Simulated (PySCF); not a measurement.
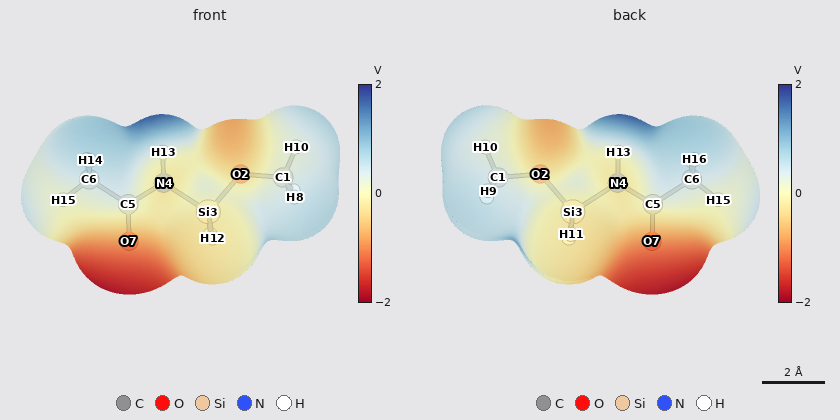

Figure. C₃H₉NO₂Si. The molecular electrostatic potential painted on the density surface at 0.001 e/bohr³, seen from the front and from behind; red is negative and blue positive.

Geometry: GFN2-xTB.

The calculation used PBE0/pcSseg-1, SCF density, gas phase, non-relativistic (PySCF).

The calculation's input:

```
{"job": {"kind": "nmr", "xc": "PBE0", "basis": "pcSseg-1"}, "charge": 0, "multiplicity": 1}
C     -3.071578    -1.042164     0.238126
O     -1.721867    -0.735467     0.389025
Si    -0.811842     0.107557    -0.660571
N      0.683948     0.049939     0.227658
C      1.729750     0.689969    -0.331678
C      3.026831     0.655799     0.441656
O      1.591473     1.248154    -1.400486
H     -3.663305    -0.135608     0.096505
H     -3.225779    -1.692274    -0.625659
H     -3.407233    -1.554533     1.140055
H     -0.678032    -0.577933    -1.942673
H     -1.283461     1.482206    -0.796901
H      0.800005    -0.418123     1.111927
H      2.879174     1.082315     1.431988
H      3.785642     1.223842    -0.088665
H      3.358676    -0.374734     0.553522
```

Run with:

```sh
OMP_NUM_THREADS=1 python probes_run.py task.json out
```

Describe the electrostatic potential map.

The most negative region (about −1.8 V, or −42 kcal/mol for a unit charge) lies over O7, the most positive (about +1.6 V, or +37 kcal/mol for a unit charge) over H13. O7 is the likeliest acceptor of a hydrogen bond.

What dipole moment does the calculation give?

Its dipole moment is 3.26 D.
